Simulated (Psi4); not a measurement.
# C2H2Cl2F2 (SMILES FC(F)C(Cl)Cl) at DSD-PBEP86/def2-SVP (density fitting for correlation)

What is the vertical singlet–triplet gap of C2H2Cl2F2 at DSD-PBEP86/def2-SVP (density fitting for correlation)? 

The calculation is run with Psi4 1.11.

## (1) The molecule

C2H2Cl2F2 has 8 atoms, charge 0, and is taken as a singlet. SMILES: `FC(F)C(Cl)Cl`. The shape is that of a PBE0-D4/def2-TZVP optimisation. This is one conformer, not always the lowest.

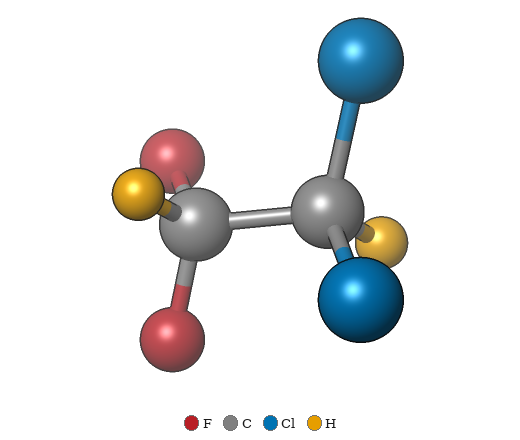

Viewed from a chosen angle; fluorine red, carbon grey, chlorine blue, hydrogen amber.

## (2) A single-point energy at DSD-PBEP86/def2-SVP (density fitting for correlation)

Contents of input.json:

```json
{
  "schema_name": "qcschema_input",
  "schema_version": 1,
  "molecule": {
    "schema_name": "qcschema_molecule",
    "schema_version": 2,
    "symbols": ["F", "C", "F", "C", "Cl", "Cl", "H", "H"],
    "geometry": [0.77170746, -2.14922332, 2.48459301, 1.27154002, -0.5885741, 0.53345079, 2.43128384, -1.9657876, -1.26946132, -1.20880111, 0.43578974, -0.51313623, -0.58502141, 2.35917189, -3.15559696, -2.80994716, 2.11163666, 1.87394691, 2.53393376, 0.92129818, 1.16531851, -2.40471429, -1.12431146, -1.11911471],
    "molecular_charge": 0,
    "molecular_multiplicity": 1,
    "fix_symmetry": "c1"
  },
  "driver": "energy",
  "model": {
    "method": "dsd-pbep86",
    "basis": "def2-SVP"
  },
  "keywords": {
    "puream": true,
    "e_convergence": 1e-09,
    "d_convergence": 1e-08,
    "scf_type": "pk",
    "dft_radial_points": 99,
    "dft_spherical_points": 590,
    "num_frozen_docc": 14
  }
}
```

The run is started by

```
$ psi4 --qcschema input.json -n 1 --memory 2200MB
```

stdout:

```text
[...]
  Running in c1 symmetry.
[...]
  Nuclear repulsion =  380.494885545790055
[...]
  Multiplicity = 1
[...]
  Nalpha       = 33
  Nbeta        = 33
[...]
    Number of basis functions: 102
[...]
   @RKS iter   1: -1195.29242993827665   -1.80928e-01   3.38773e-03 ADIIS/DIIS
[...]
   @RKS iter  11: -1195.34209078050549   -3.18323e-12   4.28150e-09 DIIS
[...]
    Orbital Energies [Eh]
    ---------------------
    Doubly Occupied:
       1A   -103.667518     2A   -103.667478     3A    -25.762531
       4A    -25.762488     5A    -11.064043     6A    -11.008233
       7A    -10.205083     8A    -10.205065     9A     -7.778009
      10A     -7.777992    11A     -7.771683    12A     -7.771672
      13A     -7.771580    14A     -7.771572    15A     -1.532486
      16A     -1.464901    17A     -1.128160    18A     -1.024612
      19A     -0.922864    20A     -0.809484    21A     -0.734414
      22A     -0.715110    23A     -0.688720    24A     -0.614383
      25A     -0.611320    26A     -0.578595    27A     -0.563600
      28A     -0.551461    29A     -0.510652    30A     -0.441543
      31A     -0.440767    32A     -0.416080    33A     -0.413432
[...]
  @RKS Final Energy: -1195.34209078050549
   => Energetics <=
    Nuclear Repulsion Energy =            380.4948855457900549
    One-Electron Energy =               -2409.4206124138031555
    Two-Electron Energy =                 858.8527749478602118
    DFT Exchange-Correlation Energy =     -25.2691388603527827
    Empirical Dispersion Energy =           0.0000000000000000
    VV10 Nonlocal Energy =                  0.0000000000000000
    Total Energy =                      -1195.3420907805054867
[...]
 Multipole Moments:
 ------------------------------------------------------------------------------------
     Multipole            Electronic (a.u.)      Nuclear  (a.u.)        Total (a.u.)
 ------------------------------------------------------------------------------------
 L = 1.  Multiply by 2.5417464519 to convert [e a0] to [Debye]
 Dipole X            :          0.2355424           -0.3050282           -0.0694858
 Dipole Y            :         -0.1836858            0.3418579            0.1581721
 Dipole Z            :          0.0957957           -0.1188945           -0.0230988
 Magnitude           :                                                    0.1742993
[...]
```

The result, in JSON:

```text
{
 "driver": "energy",
 "model": {
  "method": "dsd-pbep86",
  "basis": "def2-SVP"
 },
 "success": true,
 "return_result": -1195.8158667976804,
 "properties": {
  "calcinfo_nbasis": 102,
  "calcinfo_nmo": 102,
  "calcinfo_nalpha": 33,
  "calcinfo_nbeta": 33,
  "calcinfo_natom": 8,
  "nuclear_repulsion_energy": 380.49488554579005,
  "return_energy": -1195.8158667976804,
  "scf_one_electron_energy": -2409.420612413803,
  "scf_two_electron_energy": 858.8527749478602,
  "scf_xc_energy": -25.269138860352783,
  "scf_dipole_moment": [-0.06948581038885693, 0.15817208580360087, -0.02309884712198773],
  "scf_total_energy": -1195.3420907805055,
  "scf_iterations": 11
 }
}
```

Run time: 30 s. Hardware: 1 thread of AMD EPYC 7R43 (Zen 3), shared host; peak memory 0.93 GiB.

## (3) The triplet, same level

Contents of job.py:

```python
import psi4

psi4.set_memory('2200 MB')
psi4.set_num_threads(1)
psi4.core.set_output_file('c2h2cl2f2.out', False)

m = psi4.geometry("""
0 3
F      0.408370    -1.137320     1.314790
C      0.672870    -0.311460     0.282290
F      1.286580    -1.040250    -0.671770
C     -0.639670     0.230610    -0.271540
Cl    -0.309580     1.248420    -1.669870
Cl    -1.486960     1.117430     0.991650
H      1.340900     0.487530     0.616660
H     -1.272520    -0.594960    -0.592210
symmetry c1
no_reorient
no_com
""")

options = {'reference': 'uks', 'puream': True, 'e_convergence': 1e-09, 'd_convergence': 1e-08, 'scf_type': 'pk', 'dft_radial_points': 99, 'dft_spherical_points': 590, 'num_frozen_docc': 14, 'maxiter': 100}
psi4.set_options(options)

energy_value = psi4.energy('dsd-pbep86/def2-SVP', molecule=m)
print(f'total energy {energy_value:.8f} hartree = {energy_value * 27.211386:.5f} eV')
```

The run is started by

```
$ python job.py
```

c2h2cl2f2.out:

```text
[...]
  Running in c1 symmetry.
[...]
  Nuclear repulsion =  380.494885379981667
[...]
  Multiplicity = 3
[...]
  Nalpha       = 34
  Nbeta        = 32
[...]
    Number of basis functions: 102
[...]
   @UKS iter   1: -1194.95943690212061    1.52065e-01   3.43269e-03 ADIIS/DIIS
[...]
   @UKS iter  41: -1195.02216492899856    4.45652e-11   6.04529e-09 DIIS
[...]
   @S^2 Observed:                2.013914052E+00
[...]
    Orbital Energies [Eh]
    ---------------------
    Alpha Occupied:
       1A   -103.683072     2A   -103.682950     3A    -25.745761
       4A    -25.745719     5A    -11.059663     6A    -10.938364
       7A    -10.220635     8A    -10.220519     9A     -7.795126
      10A     -7.795003    11A     -7.791874    12A     -7.791764
      13A     -7.784503    14A     -7.784391    15A     -1.518386
      16A     -1.451127    17A     -1.139257    18A     -1.055352
      19A     -0.925233    20A     -0.810059    21A     -0.723586
      22A     -0.708607    23A     -0.681743    24A     -0.611500
      25A     -0.610695    26A     -0.581358    27A     -0.561068
      28A     -0.558697    29A     -0.507210    30A     -0.483260
      31A     -0.461887    32A     -0.444093    33A     -0.429631
      34A     -0.112424
[...]
  @UKS Final Energy: -1195.02216492899856
   => Energetics <=
    Nuclear Repulsion Energy =            380.4948853799816675
    One-Electron Energy =               -2409.4762553947939523
    Two-Electron Energy =                 859.2312271268286850
    DFT Exchange-Correlation Energy =     -25.2720220410151448
    Empirical Dispersion Energy =           0.0000000000000000
    VV10 Nonlocal Energy =                  0.0000000000000000
    Total Energy =                      -1195.0221649289987909
[...]
 Multipole Moments:
 ------------------------------------------------------------------------------------
     Multipole            Electronic (a.u.)      Nuclear  (a.u.)        Total (a.u.)
 ------------------------------------------------------------------------------------
 L = 1.  Multiply by 2.5417464519 to convert [e a0] to [Debye]
 Dipole X            :         28.2024569          -28.3818912           -0.1794343
 Dipole Y            :        -37.4355353           37.8489277            0.4133924
 Dipole Z            :         10.6254335          -10.6837745           -0.0583410
 Magnitude           :                                                    0.4544157
[...]
```

On the terminal:

```text
total energy -1195.51451392 hartree = -32531.60691 eV
```

Run time: 2.2 min. Hardware: 1 thread of AMD EPYC 7R43 (Zen 3), shared host; peak memory 0.93 GiB.

## (4) Summary of results

At DSD-PBEP86/def2-SVP (density fitting for correlation), 14 core orbitals frozen:

```
                                                         quantity           value
                                            singlet: total energy  -1195.81587 Eh
                       singlet: HOMO energy (SCF part's orbitals)       -11.25 eV
                       singlet: LUMO energy (SCF part's orbitals)         2.93 eV
                     singlet: HOMO–LUMO gap (SCF part's orbitals)        14.18 eV
                                            triplet: total energy  -1195.51451 Eh
triplet: HOMO energy (SCF part's orbitals) (highest over α and β)        -3.06 eV
                                                    triplet: ⟨S²⟩           2.014
                 vertical energy of the triplet above the singlet        8.200 eV
```

In words: At this shape the triplet lies 8.20 eV (189 kcal/mol) above the singlet.
